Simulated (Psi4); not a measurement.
# doublet GaH2O2F+: levels of theory compared

Wanted: a comparison of 3 runs (U-wB97M-V/6-31G*, U-wB97X/6-31G*, UBHLYP/6-31G*) of doublet GaH2O2F+. 

The results are computed with Psi4 1.11.

3 further runs of the same task are left out: 3 that didn't finish. Runs told in other sessions of the task aren't counted.

## Step 1: Starting point

GaH2O2F+: 6 atoms, total charge +1, spin state doublet. SMILES of the parent species: `[OH][Ga]([OH])[F]`. The coordinates come from a PBE0-D4/def2-TZVP relaxation. This is one conformer, not always the lowest. That shape belongs to the parent species and isn't relaxed for this state.

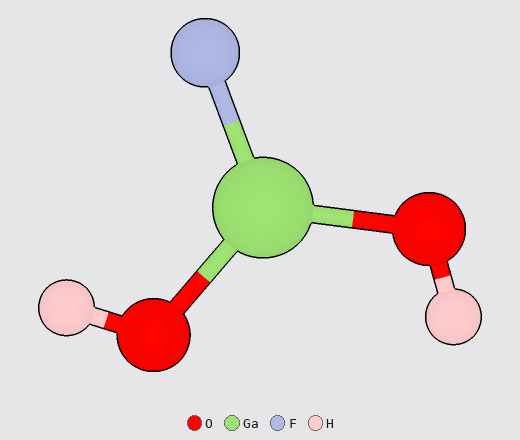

The structure, seen from a chosen angle (oxygen red, gallium green, fluorine light blue, hydrogen pink).

## Step 2: A single-point energy at U-wB97M-V/6-31G(d) (spherical functions) (run 1)

calc.dat reads:

```
memory 2.2 GB

molecule m {
  1 2
  O     -0.297200     1.351000    -0.574800
  Ga    -0.068200    -0.342400    -0.117600
  O      0.794400    -0.842300     1.335300
  F     -0.722600    -1.588800    -1.144800
  H     -0.788800     1.459000    -1.392800
  H      1.124200    -0.100400     1.848500
  units angstrom
  symmetry c1
  no_reorient
  no_com
}

set globals {
  basis 6-31G*
  reference uks
  puream true
  e_convergence 1e-09
  d_convergence 1e-08
  scf_type pk
  dft_radial_points 99
  dft_spherical_points 590
  maxiter 100
}

E, wfn = energy('wb97m-v', return_wfn=True)
```

Launch:

```sh
$ psi4 -i calc.dat -o calc.out -n 1
```

calc.out:

```text
[...]
  Running in c1 symmetry.
[...]
  Nuclear repulsion =  297.914371308642558
[...]
  Multiplicity = 2
[...]
  Nalpha       = 29
  Nbeta        = 28
[...]
    Number of basis functions: 78
[...]
   @UKS iter   1: -2173.86059394420136   -1.94271e+00   3.68573e-02 ADIIS/DIIS
[...]
   @UKS iter  20: -2175.53521890376260   -1.81899e-12   5.67249e-09 DIIS
[...]
   @S^2 Observed:                7.718201194E-01
[...]
    Orbital Energies [Eh]
    ---------------------
    Alpha Occupied:
       1A   -373.445259     2A    -46.530420     3A    -41.176193
       4A    -41.171071     5A    -41.170099     6A    -25.092243
       7A    -19.708191     8A    -19.703886     9A     -6.008057
      10A     -4.261735    11A     -4.254288    12A     -4.251138
      13A     -1.476883    14A     -1.460318    15A     -1.453247
      16A     -1.265933    17A     -1.262571    18A     -1.261546
      19A     -1.255661    20A     -1.251128    21A     -0.934860
      22A     -0.906876    23A     -0.808268    24A     -0.793850
      25A     -0.776098    26A     -0.774378    27A     -0.731706
      28A     -0.697097    29A     -0.693203
    Alpha Virtual:
[...]
  @UKS Final Energy: -2175.53521890376260
   => Energetics <=
    Nuclear Repulsion Energy =            297.9143713086425578
    One-Electron Energy =               -3609.0998162198047794
    Two-Electron Energy =                1215.6917880189930656
    DFT Exchange-Correlation Energy =     -80.2798440238666586
    Empirical Dispersion Energy =           0.0000000000000000
    VV10 Nonlocal Energy =                  0.2382820122736241
    Total Energy =                      -2175.5352189037625976
  UHF NO Occupations:
  HONO-2 :   27  A 1.9996574
  HONO-1 :   28  A 1.9899605
[...]
 Multipole Moments:
 ------------------------------------------------------------------------------------
     Multipole            Electronic (a.u.)      Nuclear  (a.u.)        Total (a.u.)
 ------------------------------------------------------------------------------------
 L = 1.  Multiply by 2.5417464519 to convert [e a0] to [Debye]
 Dipole X            :          8.4084952           -8.1345151            0.2739801
 Dipole Y            :         37.7863954          -36.8220694            0.9643259
 Dipole Z            :         14.3741027          -14.0011698            0.3729329
 Magnitude           :                                                    1.0696114
[...]
```

It took 1.7 min on 1 thread of Intel Xeon 6975P-C (Granite Rapids), shared host; peak memory 1 GiB.

## Step 3: Energy and forces at U-wB97X/6-31G(d) (spherical functions) (run 2)

fgah2o2.xyz reads:

```xyz
6
FGaH2O2
O     -0.297200     1.351000    -0.574800
Ga    -0.068200    -0.342400    -0.117600
O      0.794400    -0.842300     1.335300
F     -0.722600    -1.588800    -1.144800
H     -0.788800     1.459000    -1.392800
H      1.124200    -0.100400     1.848500
```

fgah2o2_ase.py reads:

```python
import numpy as np
from ase.calculators.psi4 import Psi4
from ase.io import read

mol = read('fgah2o2.xyz')
calc = Psi4(atoms=mol, method='wb97x', basis='6-31G*', memory='2200MB', num_threads=1, charge=1, multiplicity=2, label='psi4-calc', reference='uks')
calc.psi4.set_options({'puream': True, 'e_convergence': 1e-09, 'd_convergence': 1e-08, 'scf_type': 'pk', 'dft_radial_points': 99, 'dft_spherical_points': 590, 'maxiter': 100})
mol.calc = calc

forces = mol.get_forces()
print(f'energy: {mol.get_potential_energy():.6f} eV')
print('forces / eV A^-1')
print(np.round(forces, 5))
```

Launch:

```sh
$ python fgah2o2_ase.py
```

psi4-calc.dat, shortened:

```text
[...]
  Running in c1 symmetry.
[...]
  Nuclear repulsion =  297.914371308642558
[...]
  Multiplicity = 2
[...]
  Nalpha       = 29
  Nbeta        = 28
[...]
    Number of basis functions: 78
[...]
   @UKS iter   1: -2173.97324915818353   -1.89566e+00   3.73607e-02 DIIS/ADIIS
[...]
   @UKS iter  20: -2175.69066931491943   -9.09495e-13   5.79752e-09 DIIS
[...]
   @S^2 Observed:                7.733237470E-01
[...]
  @UKS Final Energy: -2175.69066931491943
   => Energetics <=
    Nuclear Repulsion Energy =            297.9143713086425578
    One-Electron Energy =               -3609.1447863022485762
    Two-Electron Energy =                1215.0389769948499179
    DFT Exchange-Correlation Energy =     -79.4992313161635167
    Empirical Dispersion Energy =           0.0000000000000000
    VV10 Nonlocal Energy =                  0.0000000000000000
    Total Energy =                      -2175.6906693149198873
  UHF NO Occupations:
  HONO-2 :   27  A 1.9996798
  HONO-1 :   28  A 1.9892150
[...]
 Multipole Moments:
 ------------------------------------------------------------------------------------
     Multipole            Electronic (a.u.)      Nuclear  (a.u.)        Total (a.u.)
 ------------------------------------------------------------------------------------
 L = 1.  Multiply by 2.5417464519 to convert [e a0] to [Debye]
 Dipole X            :         -0.5433698            0.9789232            0.4355534
 Dipole Y            :         -1.3285611            2.9808926            1.6523315
 Dipole Z            :         -0.8412583            1.4885783            0.6473200
 Magnitude           :                                                    1.8272738
[...]
  -Total Gradient:
     Atom            X                  Y                   Z
    ------   -----------------  -----------------  -----------------
       1       -0.011066706102    -0.019148151147    -0.017442152463
       2        0.023345600772     0.045664106393     0.036607814298
       3       -0.005149252863     0.008986216945    -0.008950999179
       4       -0.007555871816    -0.015821674547    -0.011791141946
       5        0.011909466275    -0.006782408538     0.020019105716
       6       -0.011472286977    -0.012922397239    -0.018423381187
[...]
```

Standard output:

```text
energy: -59203.558672 eV
forces / eV A^-1
[[ 0.56907  0.98464  0.89691]
 [-1.20048 -2.34814 -1.88245]
 [ 0.26479 -0.46209  0.46028]
 [ 0.38854  0.81358  0.60632]
 [-0.61241  0.34877 -1.02942]
 [ 0.58993  0.6645   0.94737]]
```

It took 25 s on 1 thread of Intel Xeon 6975P-C (Granite Rapids), shared host; peak memory 0.94 GiB.

## Step 4: Energy and gradient at UBHLYP/6-31G(d) (spherical functions) (run 3)

fgah2o2_ase.py reads:

```python
import numpy as np
from ase.calculators.psi4 import Psi4
from ase import Atoms

atoms = Atoms(['O', 'Ga', 'O', 'F', 'H', 'H'], positions=[
    [-0.297200, 1.351000, -0.574800],
    [-0.068200, -0.342400, -0.117600],
    [0.794400, -0.842300, 1.335300],
    [-0.722600, -1.588800, -1.144800],
    [-0.788800, 1.459000, -1.392800],
    [1.124200, -0.100400, 1.848500],
])
calc = Psi4(atoms=atoms, method='bhhlyp', basis='6-31G*', memory='2200MB', num_threads=1, charge=1, multiplicity=2, label='calc', reference='uks')
calc.psi4.set_options({'puream': True, 'e_convergence': 1e-09, 'd_convergence': 1e-08, 'scf_type': 'pk', 'dft_radial_points': 99, 'dft_spherical_points': 590, 'maxiter': 100})
atoms.calc = calc

forces = atoms.get_forces()
print(f'energy: {atoms.get_potential_energy():.6f} eV')
print('forces / eV A^-1')
print(np.round(forces, 5))
```

Launch:

```sh
$ python fgah2o2_ase.py
```

calc.dat, shortened:

```text
[...]
  Running in c1 symmetry.
[...]
  Nuclear repulsion =  297.914371308642558
[...]
  Multiplicity = 2
[...]
  Nalpha       = 29
  Nbeta        = 28
[...]
    Number of basis functions: 78
[...]
   @UKS iter   1: -2174.01807346026317   -2.14065e+00   3.57485e-02 ADIIS/DIIS
[...]
   @UKS iter  24: -2175.56667890116660   -1.22782e-11   3.95956e-09 DIIS
[...]
   @S^2 Observed:                7.904261652E-01
[...]
  @UKS Final Energy: -2175.56667890116660
   => Energetics <=
    Nuclear Repulsion Energy =            297.9143713086425578
    One-Electron Energy =               -3609.7748553965138854
    Two-Electron Energy =                1189.1551604977244097
    DFT Exchange-Correlation Energy =     -52.8613553110192953
    Empirical Dispersion Energy =           0.0000000000000000
    VV10 Nonlocal Energy =                  0.0000000000000000
    Total Energy =                      -2175.5666789011665969
  UHF NO Occupations:
  HONO-2 :   27  A 1.9994747
  HONO-1 :   28  A 1.9810376
[...]
 Multipole Moments:
 ------------------------------------------------------------------------------------
     Multipole            Electronic (a.u.)      Nuclear  (a.u.)        Total (a.u.)
 ------------------------------------------------------------------------------------
 L = 1.  Multiply by 2.5417464519 to convert [e a0] to [Debye]
 Dipole X            :         -0.4317127            0.9789232            0.5472105
 Dipole Y            :         -1.4320678            2.9808926            1.5488248
 Dipole Z            :         -0.6515825            1.4885783            0.8369959
 Magnitude           :                                                    1.8435997
[...]
  -Total Gradient:
     Atom            X                  Y                   Z
    ------   -----------------  -----------------  -----------------
       1       -0.007657713280    -0.011416940851    -0.012164107703
       2        0.030454784296     0.039200024858     0.048687660526
       3       -0.009504296720     0.005637844686    -0.016023787915
       4       -0.010451044352    -0.019622477389    -0.016413350742
       5        0.007304983434    -0.006107799691     0.012373500587
       6       -0.010136567304    -0.007703780318    -0.016442465934
[...]
```

The script printed:

```text
energy: -59200.184721 eV
forces / eV A^-1
[[ 0.39378  0.58708  0.6255 ]
 [-1.56605 -2.01575 -2.50362]
 [ 0.48873 -0.28991  0.82398]
 [ 0.53741  1.00903  0.84401]
 [-0.37564  0.31408 -0.63627]
 [ 0.52124  0.39614  0.84551]]
```

It took 21 s on 1 thread of Intel Xeon 6975P-C (Granite Rapids), shared host; peak memory 0.9 GiB.

## Step 5: Overview of the runs

```csv
run,level,task,energy (Eh),HOMO energy (eV),LUMO energy (eV),⟨S²⟩,wall time
1,U-wB97M-V/6-31G* (spherical functions),energy,-2175.535219,-17.64,-12.41,0.772,1.7 min
2,U-wB97X/6-31G* (spherical functions),gradient,-2175.690669,-17.69,-12.45,0.773,25 s
3,UBHLYP/6-31G* (spherical functions),gradient,-2175.566679,-16.22,-13.09,0.790,21 s
```

## Step 6: Results

```
                                 quantity           value
                      run 3: total energy  -2175.56668 Eh
run 3: HOMO energy (highest over α and β)       -16.22 eV
 run 3: LUMO energy (lowest over α and β)       -13.09 eV
                              run 3: ⟨S²⟩           0.790
          run 3: largest force on an atom      3.575 eV/Å
```

**Reading.** Totals of different functionals can't be ranked against each other. All runs together took 2.5 min, the longest 1.7 min.
